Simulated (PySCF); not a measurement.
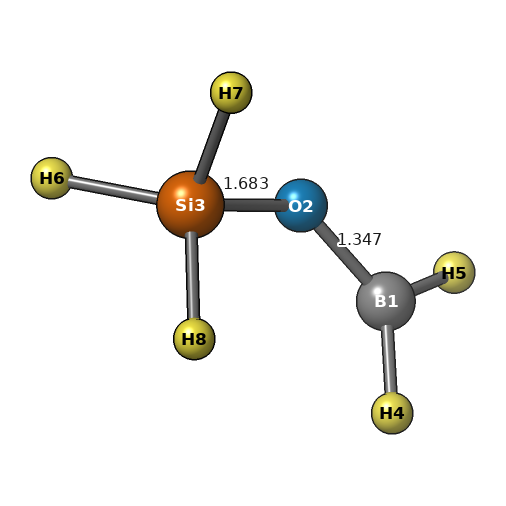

Bond lengths are marked in Å; every bond is drawn as one stick. The geometry was computed by an optimisation with PBE0-D3(BJ)/def2-SVP. No frequency run is at hand to confirm it as a minimum.

> Which of the marked bonds are single, double, triple or aromatic?

B1–O2 single; O2–Si3 single.

> Write the SMILES.

BO[SiH3]
